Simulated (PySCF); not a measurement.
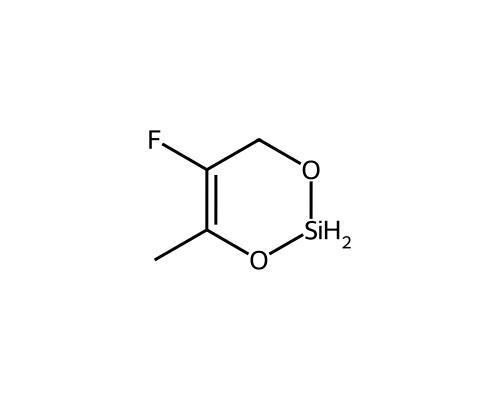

The drawing above gives the connectivity. The computed structure is the end point of a GFN2-xTB optimisation. No frequency run is at hand to confirm it as a minimum.

What does the molecule look like in three dimensions?

It has 15 atoms: 4 carbon, 7 hydrogen, 1 fluorine, 2 oxygen and 1 silicon (C4H7FO2Si). SMILES: `CC1=C(F)CO[SiH2]O1`. Independent rings (smallest set): 1 of 6 members. Among its groups: alkene, C–F bond, Si–H bond, Si–O bond. Coordination: 2 C tetrahedral; 2 C trigonal planar; 2 O bent; 1 Si tetrahedral.

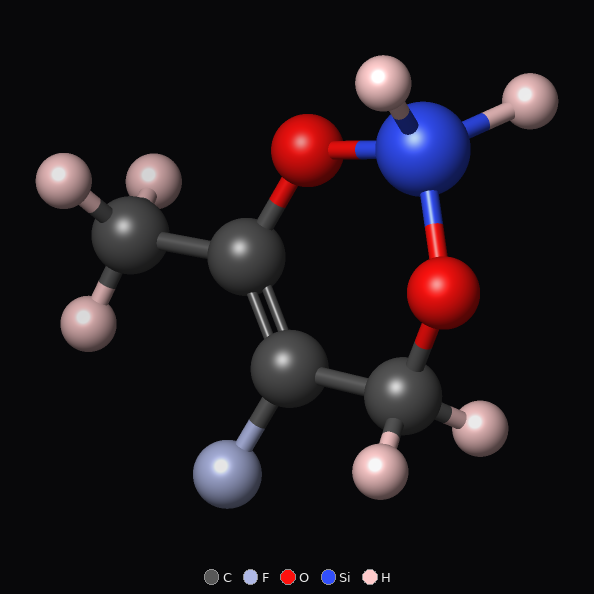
